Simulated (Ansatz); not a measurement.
Profile along the Au–Au line in Au (fcc, Cu type)

Au (fcc, Cu type)

```cif
data_Au
_chemical_formula_sum 'Au1'
_space_group_name_H-M_alt 'P 1'
_space_group_IT_number 1
_cell_length_a 2.91612
_cell_length_b 2.91612
_cell_length_c 2.91612
_cell_angle_alpha 60.000
_cell_angle_beta 60.000
_cell_angle_gamma 60.000
loop_
_space_group_symop_operation_xyz
  'x, y, z'
loop_
_atom_site_label
_atom_site_type_symbol
_atom_site_fract_x
_atom_site_fract_y
_atom_site_fract_z
_atom_site_occupancy
Au1 Au 0.00000 0.00000 0.00000 1
```

Fields along a shortest Au–Au line of a {111} plane (2.92 Å), from Au to Au, interpolated on the slice's grid (step about 0.2 Å). These are r2SCAN (plane waves to 500 eV, PAW, scalar-relativistic; Ansatz, a first-principles code) values and carry that method's errors. k mesh 19×19×19. Near the nuclei the fields are pseudised (PAW); where an atom keeps semicore shells as valence, they peak there. Au was relaxed with its symmetry unable to fall. Spin-orbit coupling is left out, though Au is heavy. The PAW data are Ansatz's earlier set.

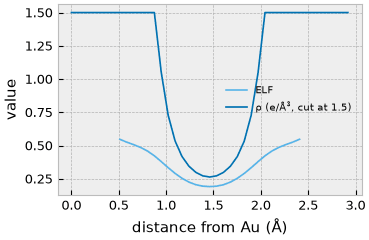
Fig. 1. ELF (away from the nuclei) and valence density from Au to Au.

Density on the Au–Au line (2.92 Å) at its midpoint: 0.26 e/Å³. ELF at that point: 0.19.
